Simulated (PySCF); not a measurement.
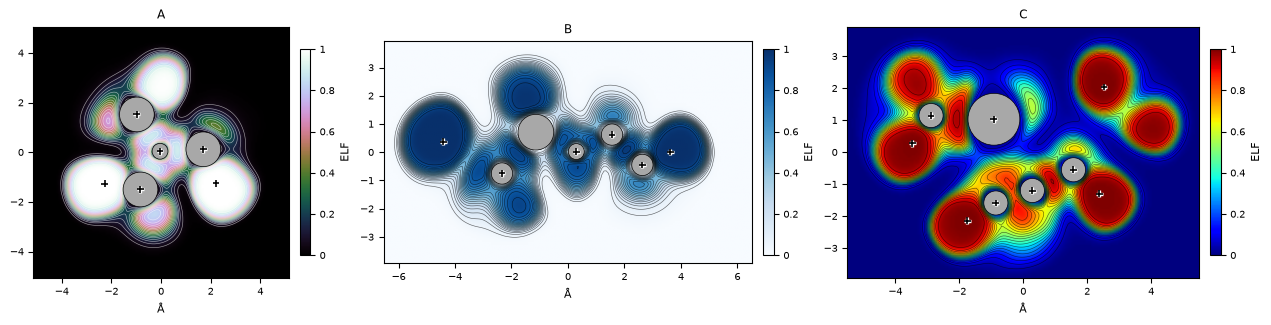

The electron localisation function of 3 systems, each on a plane through atoms (crosses mark nuclei in the plane; grey discs cover the cores).

These are results of PBE0/pcSseg-1, SCF density, gas phase, non-relativistic in PySCF 2.14.0, not measurements.

System 1: C₃H₁₁BOSi (SMILES BC[SiH2]OCC), the plane of atoms O4, C5 and C6. Geometry: GFN2-xTB.

```yaml
atoms:
  - { symbol: B, position_ang: [3.3342, -0.2894, 0.6593] }
  - { symbol: C, position_ang: [2.0717, 0.5592, 0.4263] }
  - { symbol: Si, position_ang: [0.7158, -0.7070, -0.0048] }
  - { symbol: O, position_ang: [-0.6315, 0.1803, 0.1285] }
  - { symbol: C, position_ang: [-1.9558, -0.2221, -0.0828] }
  - { symbol: C, position_ang: [-2.9038, 0.8200, 0.4899] }
  - { symbol: H, position_ang: [4.0039, -0.6114, -0.2455] }
  - { symbol: H, position_ang: [3.6072, -0.6680, 1.7329] }
  - { symbol: H, position_ang: [1.7309, 1.1225, 1.2924] }
  - { symbol: H, position_ang: [2.1368, 1.2434, -0.4177] }
  - { symbol: H, position_ang: [0.8758, -1.2415, -1.3653] }
  - { symbol: H, position_ang: [0.6521, -1.8623, 0.9021] }
  - { symbol: H, position_ang: [-2.1224, -0.3433, -1.1599] }
  - { symbol: H, position_ang: [-2.1256, -1.1956, 0.3915] }
  - { symbol: H, position_ang: [-2.7212, 1.7835, 0.0216] }
  - { symbol: H, position_ang: [-3.9340, 0.5245, 0.3111] }
  - { symbol: H, position_ang: [-2.7411, 0.9192, 1.5599] }
```

System 2: CH₁₃NSi₄, the plane of atoms N3, Si2 and H10. Geometry: GFN2-xTB.

```csv
atom,x (Å),y (Å),z (Å)
C,-0.8989,2.1580,0.6722
Si,-1.6636,0.8089,-0.4186
N,-0.5875,-0.5615,-0.5276
Si,-1.0603,-2.0814,0.1720
Si,1.0242,-0.3456,-1.1845
Si,2.5850,-0.2336,0.5081
H,-1.5665,3.0103,0.7533
H,-0.7040,1.7952,1.6778
H,0.0424,2.5133,0.2616
H,-2.9266,0.3374,0.1537
H,-1.8831,1.3204,-1.7766
H,-0.0197,-3.0554,-0.1538
H,-2.3448,-2.4821,-0.4020
H,-1.1717,-1.9440,1.6282
H,0.9476,0.8600,-2.0249
H,1.2378,-1.4709,-2.1098
H,2.7636,-1.5013,1.2281
H,2.3041,0.7645,1.5498
H,3.9124,0.1168,-0.0147
```

System 3: C₈H₁₅Al (SMILES C#CCC(C)(C)[CH2][AlH][CH3]), the plane of atoms C2, C3 and H11. Geometry: GFN2-xTB.

```yaml
atoms:
  - { symbol: C, position_ang: [0.5045, 2.3415, 0.7954] }
  - { symbol: C, position_ang: [-0.3386, 1.7323, 0.1829] }
  - { symbol: C, position_ang: [-1.1973, 0.8801, -0.5973] }
  - { symbol: C, position_ang: [-1.1088, -0.5917, -0.1209] }
  - { symbol: C, position_ang: [-1.6113, -1.4782, -1.2610] }
  - { symbol: C, position_ang: [-2.0021, -0.7763, 1.1086] }
  - { symbol: C, position_ang: [0.3607, -0.9346, 0.2032] }
  - { symbol: Al, position_ang: [1.7112, 0.3963, -0.4848] }
  - { symbol: C, position_ang: [3.4514, 0.6699, 0.4419] }
  - { symbol: H, position_ang: [1.0558, 3.0054, 1.3977] }
  - { symbol: H, position_ang: [-2.2268, 1.2433, -0.5622] }
  - { symbol: H, position_ang: [-0.8407, 0.9260, -1.6333] }
  - { symbol: H, position_ang: [-1.6584, -2.5173, -0.9417] }
  - { symbol: H, position_ang: [-0.9323, -1.4116, -2.1097] }
  - { symbol: H, position_ang: [-2.6068, -1.1750, -1.5833] }
  - { symbol: H, position_ang: [-1.7136, -0.0800, 1.8949] }
  - { symbol: H, position_ang: [-1.9095, -1.7893, 1.4953] }
  - { symbol: H, position_ang: [-3.0491, -0.6016, 0.8613] }
  - { symbol: H, position_ang: [0.5243, -1.9984, -0.0092] }
  - { symbol: H, position_ang: [0.4954, -0.8621, 1.2984] }
  - { symbol: H, position_ang: [1.5735, 0.9204, -1.9445] }
  - { symbol: H, position_ang: [4.2661, 0.4549, -0.2598] }
  - { symbol: H, position_ang: [3.6481, 1.6780, 0.8217] }
  - { symbol: H, position_ang: [3.5929, -0.0123, 1.2886] }
```

**Which map belongs to which system?**

Panel A is system 2, CH₁₃NSi₄: the plane holds Si, N and H. Si–N (1.74 Å): the ELF peaks at about 0.90 between the atoms, as expected for a polar covalent bond. Panel B is system 1, C₃H₁₁BOSi: the plane holds C, O and H. C–O (1.40 Å): the ELF peaks at about 0.90 between the atoms (a polar covalent bond). Panel C is system 3, C₈H₁₅Al: the plane holds C, Al and H. C–C (1.21 Å): the ELF peaks at about 0.85 between the atoms; a short, multiple covalent bond.
